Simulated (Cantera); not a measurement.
Input: 1 mol Al, 0.52 mol Cl₂, 0.73 mol H₂, held at 0.428 Torr.

Method: chemical equilibrium by Gibbs-energy minimisation in Cantera with the NASA 1993 tables (ideal gas, pure condensed phases). Candidate condensed phases: Al, AlCl₃; 12 gas species. The tables' values for AlCl₂ are old estimates; treat these amounts as uncertain. Kinetics and transport are ignored.

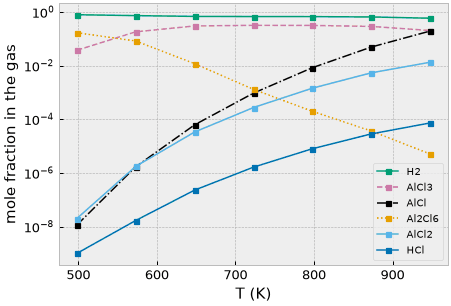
*Equilibrium gas composition (values under 1e-9 drawn at 1e-9)*

Read off the mole fractions at 948 K.

H₂ about 0.59, AlCl₃ about 0.20, AlCl about 0.20, AlCl₂ about 0.013, HCl about 7.3e-5, Al₂Cl₆ about 5.1e-6.
